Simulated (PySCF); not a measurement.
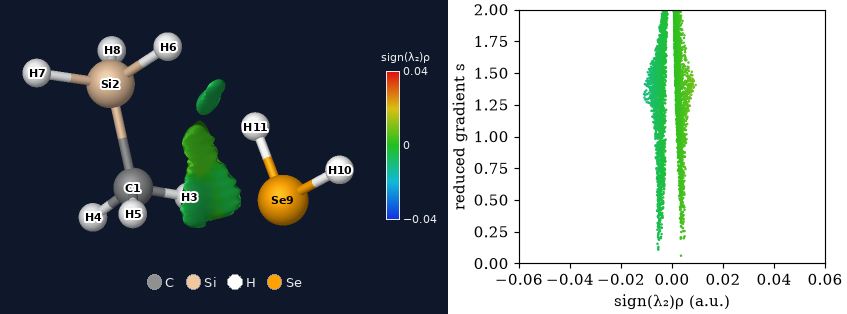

CH$_{8}$SeSi, SMILES `C[SiH3].[SeH2]`. Non-covalent interaction surfaces between the fragments (reduced density gradient s = 0.5, coloured by sign(λ₂)ρ in a.u.; trimmed to the region between the fragments where ρ is under 0.06 a.u.). Fragment A: SiH6C (atoms 1–8); fragment B: H2Se. The plot gives s against sign(λ₂)ρ for grid points between the fragments.

Level of theory: HF/cc-pVTZ (PySCF), at a geometry from GFN2-xTB. GFN2-xTB bond lengths at metals and heavier atoms can be off by up to 0.1 Å and shapes distorted, which carries into these values.

Cartesian coordinates (Å):

```
C1      -1.7190    1.1805    0.0157
Si2     -2.6552   -0.4656   -0.0069
H3      -1.1862    1.3187    0.9541
H4      -2.3930    2.0239   -0.1056
H5      -0.9855    1.2311   -0.7874
H6      -1.6929   -1.5634    0.1819
H7      -3.3292   -0.6451   -1.2928
H8      -3.6312   -0.4964    1.0823
Se9      1.6867   -0.0126   -0.0081
H10      2.7098   -1.0127    0.1217
H11      0.6456   -0.9914    0.1250
```

### Which interactions hold the two fragments together?

Bond critical points between the fragments: H6···H11, H···H contact, 2.41 Å, ρ = 0.006 a.u.; H5···Se9, weak C–H hydrogen bond, 3.05 Å, ρ = 0.005 a.u. All are weak and appear green, as weak hydrogen bonds do. Several contacts close a ring, whose ring point adds a part with positive λ₂ between them. The pose is a local one from a semi-empirical search, not shown to be the most stable.

### How strongly are they bound?

The counterpoise-corrected interaction energy of the frozen fragments is +1.5 kcal/mol without dispersion correction and −1.9 kcal/mol with D3(BJ). The pair geometry is semi-empirical, not a minimum at this level.
